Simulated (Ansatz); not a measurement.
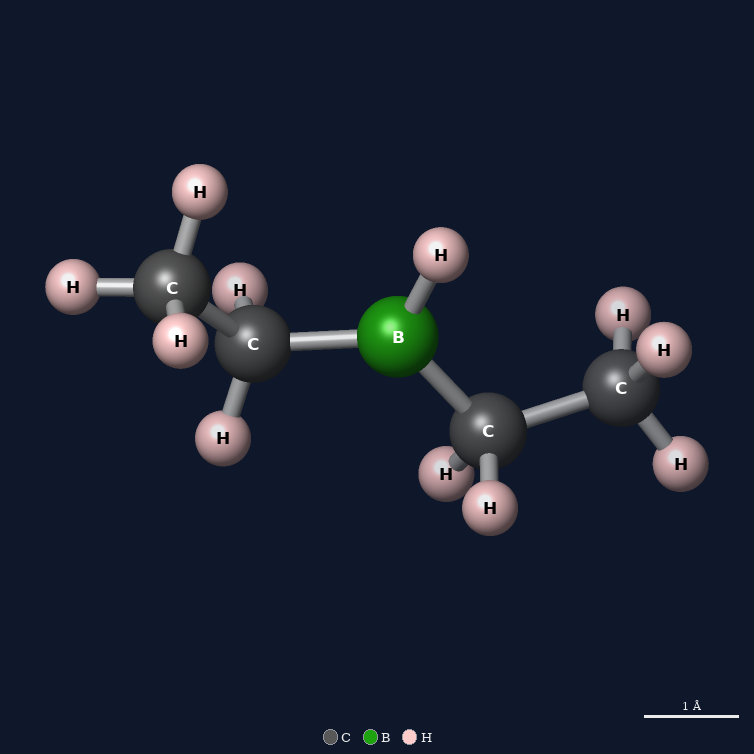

A ball-and-stick model of a molecule. Every bond is drawn as one stick, whatever its order.

The computed structure is the end point of a PBE0-D4/def2-TZVP optimisation.

What does the picture show?

The molecule is C₄H₁₁B. As SMILES it reads `CCBCC`. It has no ring. Among its groups: B–H bond. The point group is C2. Coordination: 4 C tetrahedral; 1 B trigonal planar.

The parts below concern this one geometry. Atoms keep their numbers from picture to picture.

## Levels of theory compared

Program: Ansatz 0.2.0.

At this fixed geometry, give dipole (D), HOMO energy (eV), HOMO–LUMO gap (eV) at these levels: B3LYP-D4/def2-TZVPP; PBE-D4/def2-TZVPP; r2SCAN-D4/def2-TZVPP; ωB97M-V/def2-TZVPP.

```tsv
level	dipole (D)	HOMO energy (eV)	HOMO–LUMO gap (eV)
B3LYP-D4/def2-TZVPP	0.57	−8.06	7.17
PBE-D4/def2-TZVPP	0.62	−6.89	5.21
r2SCAN-D4/def2-TZVPP	0.60	−7.16	5.89
ωB97M-V/def2-TZVPP	0.58	−10.55	11.78
```

## Vibrations

Harmonic vibrations computed with RKS PBE0-D4/def2-TZVP (Ansatz 0.2.0) at a stationary point of the same level.

**List the wavenumbers.**

42 modes: 67, 88, 158, 204, 209, 350, 360, 496, 564, 832, 854, 926, 931, 996, 1002, 1062, 1074, 1104, 1159, 1242, 1255, 1309, 1379, 1405, 1405, 1413, 1417, 1491, 1491, 1499, 1499, 2545, 2960, 2960, 3045, 3045, 3050, 3051, 3112, 3112, 3119, 3120 cm⁻¹.

## Charges

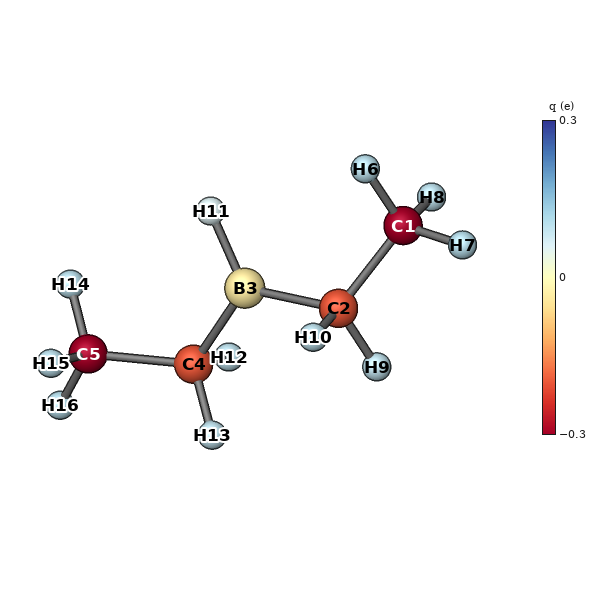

Atoms are coloured by their Mulliken charges. Properties computed with RKS ωB97M-V/def2-TZVPP (Ansatz 0.2.0).

**Which atom carries the highest charge (most positive or least negative)?**

H7, H16 (0.11 e).

**And the lowest?**

C1, C5 (−0.30 e).

Give the Mulliken charges atom by atom.

| atom | value (e) |
| --- | --- |
| C1 | −0.30 |
| C2 | −0.20 |
| B3 | −0.04 |
| C4 | −0.20 |
| C5 | −0.30 |
| H6 | 0.10 |
| H7 | 0.11 |
| H8 | 0.10 |
| H9 | 0.09 |
| H10 | 0.09 |
| H11 | 0.06 |
| H12 | 0.09 |
| H13 | 0.09 |
| H14 | 0.10 |
| H15 | 0.10 |
| H16 | 0.11 |

Mulliken values depend strongly on the basis set and can even reverse the polarity of a bond.
